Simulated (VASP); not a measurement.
Band structure of Li2S (antifluorite). All values below come from TPSS meta-GGA, VASP's PBE PAW potentials (set 64) (plane waves; VASP 6.6.1).

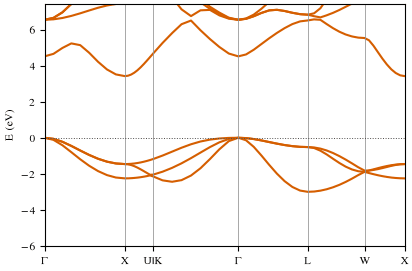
*Bands along high-symmetry lines, zero at the valence-band maximum or, without a gap, the Fermi level*

### Question
Read the plot: is there a gap, and where are the band edges?

### Answer
The gap is indirect, 3.42 eV, from the valence maximum at Γ to the conduction minimum at X.

The compound is Li2S in the antifluorite structure. It was relaxed first.
